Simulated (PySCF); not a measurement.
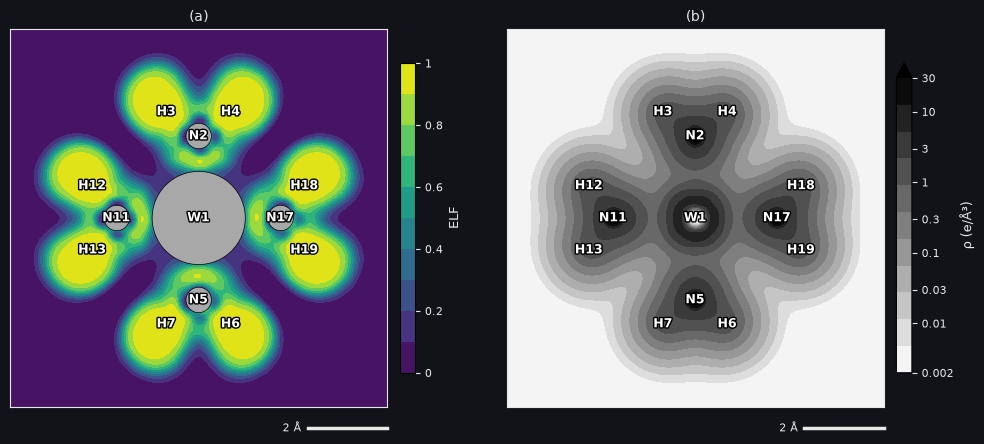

Figure. H12N6W (charge −1, doublet). (a) ELF; (b) electron density on the plane of atoms N2, W1 and N11. Grey discs cover the atomic cores in the ELF map.

Core potentials replace the inner electrons of W; the highest occupied orbital lies above zero, a sign that basis and functional describe the outermost electron poorly.

All numbers below come from PySCF 2.14.0, UKS TPSS, W def2-SVP with ECP60, N def2-SVP, H def2-SVP; non-relativistic Hamiltonian with scalar-relativistic core potentials where named; density fitting.

```xyz
19

W     0.0000    0.0000    0.0000
N     0.0000    0.0000    2.0529
H     0.2072    0.8048    2.6563
H    -0.2072   -0.8048    2.6563
N     0.0000    0.0000   -2.0529
H     0.2072   -0.8048   -2.6563
H    -0.2072    0.8048   -2.6563
N     2.0850    0.0000    0.0000
H     2.6716   -0.5925    0.5925
H     2.6716    0.5925   -0.5925
N     0.0000    2.0529    0.0000
H     0.2072    2.6563    0.8048
H    -0.2072    2.6563   -0.8048
N    -2.0850    0.0000    0.0000
H    -2.6716    0.5925    0.5925
H    -2.6716   -0.5925   -0.5925
N     0.0000   -2.0529    0.0000
H    -0.2072   -2.6563    0.8048
H     0.2072   -2.6563   -0.8048
```

**What do the fields say about this system?**

Atoms in the plane: W, N and H. W–N (2.05 Å): ρ at the midpoint is about 0.82 e/Å³; the ELF peaks at about 0.90 in the valence shell of N, 0.6 Å from its nucleus, and is about 0.25 at the midpoint. N–H (1.03 Å): ρ at the midpoint is about 2.6 e/Å³; the ELF climbs to about 1 towards the hydrogen, as it does in any bond to H (an ordinary covalent bond to hydrogen).
